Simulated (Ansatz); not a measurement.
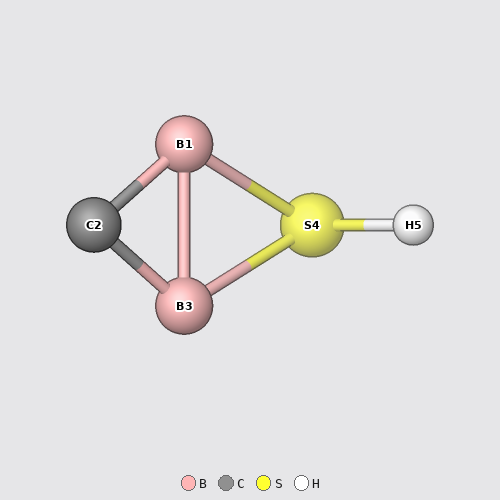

The system is CHB₂S, charge +1; the picture shows the grid point nearest to the relaxed geometry. 
- Two internal coordinates are moved rigidly from the geometry relaxed at PBE0-D4/def2-TZVP, all others fixed.
- First axis: bond S4–H5. Second axis: angle H5–S4–B3.
- Grid: 7 × 7 points.
- All energies are given in kJ/mol relative to the lowest grid point.
- Level of theory: Ansatz, RKS PBE-D4/def2-TZVPP.

Its coordinates:

```xyz
5

B     0.6173    0.1921    0.7507
C     0.7799   -1.1662    0.8521
B    -0.2800   -0.9502    0.0086
S    -0.8571    0.8118   -0.2131
H    -0.2810    1.1031   -1.3576
```

Range: bond S4–H5 from 1.170 to 1.769 Å; angle H5–S4–B3 from 76.2 to 124.2°.

> Predict the map.

The lowest grid point is at bond S4–H5 = 1.413 Å, angle H5–S4–B3 = 100.2°. The bottom of the well lies between grid points, at about bond S4–H5 = 1.373 Å, angle H5–S4–B3 = 100°, about 1.7 kJ/mol lower on the interpolated surface. No other kind of well shows on this grid. The highest grid point, bond S4–H5 = 1.769 Å, angle H5–S4–B3 = 76.2°, lies 125 kJ/mol above the lowest. Round the minimum the two coordinates are nearly uncoupled.

```csv
"angle H5–S4–B3 ↓, bond S4–H5 →",1.170,1.228,1.314,1.413,1.524,1.643,1.769
124.2,98,63,37,33,48,75,110
116.2,80,44,19,15,31,60,96
108.2,67,32,7,4,20,50,87
100.2,62,28,2,0,17,48,85
92.2,66,31,6,4,22,53,91
84.2,78,44,19,17,35,66,104
76.2,100,65,40,38,56,87,125
```

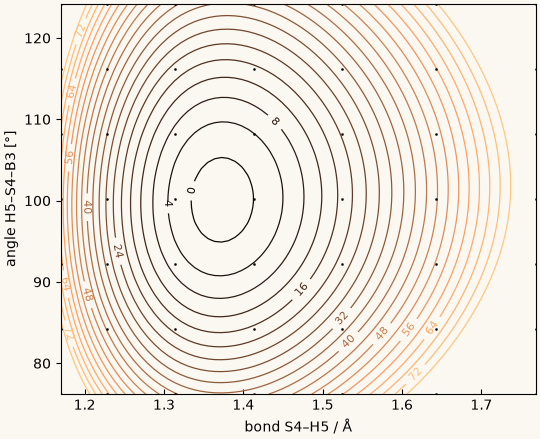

The picture shows contour lines labelled in kJ/mol (none above 76), dots at the grid points. Between grid points the surface is interpolated.
